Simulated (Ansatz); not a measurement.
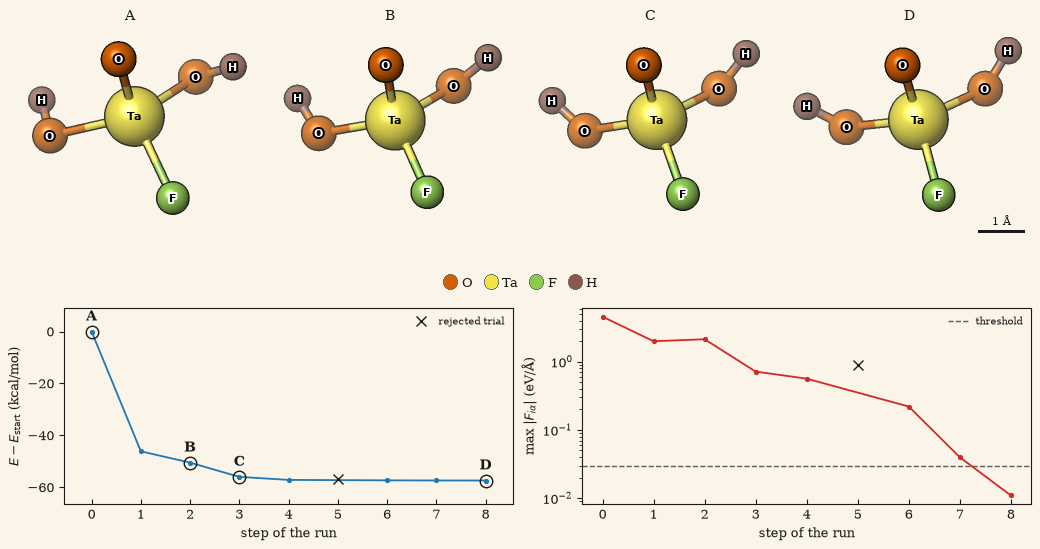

Frames of a relaxation of TaH₂O₃F (coarse preliminary run), marked on the history of the run. The picture is a ball-and-stick view, seen from a free direction.

The start comes from a force field.

These are results of RKS PBE-D4/def2-SVP in Ansatz 0.2.0, not measurements. Set-up: force threshold 0.03 eV/Å; at most 200 steps.

Question: Describe the path.

Answer: After 7 accepted moves (8 points after the start) the energy has fallen by 57.4 kcal/mol. The largest force component goes from 4.6 to 0.011 eV/Å. The line search rejected the trial step at point 5 of the run. The largest move after the best rigid fit is that of an H atom, 0.54 Å. By element the largest moves are H 0.54 Å, O 0.47 Å, F 0.32 Å, Ta 0.14 Å. Near-neighbour distances that change, for instance: O–Ta 2.171 → 1.915 Å, F–Ta 2.095 → 1.904 Å, O–Ta 2.103 → 1.915 Å, O–Ta 1.906 → 1.739 Å. Among the angles between lasting bonds that change: Ta–O–H 100.7° → 130.6°, Ta–O–H 105.9° → 130.6°, O–Ta–F 111.4° → 108.1°. Groups turn about O–Ta by about 80°, O–Ta by about 55°. Cost: 11 s on 4 threads of Arm Neoverse V1, on a shared host. From step 0 to 2: O atoms move most (0.29 Å), energy −50.5 kcal/mol. From step 2 to 3: an O atom moves most (0.20 Å), energy −5.49 kcal/mol. From step 3 to 8: an H atom moves most (0.24 Å), energy −1.40 kcal/mol.

```csv
step,"E − E(0), kcal/mol","largest force component, eV/Å",note
0,0.00,4.5588,
1,-46.13,1.9904,
2,-50.48,2.1291,
3,-55.97,0.7154,
4,-57.14,0.5635,
5,-56.96,0.8832,rejected
6,-57.31,0.2201,
7,-57.36,0.0398,
8,-57.37,0.0110,
```
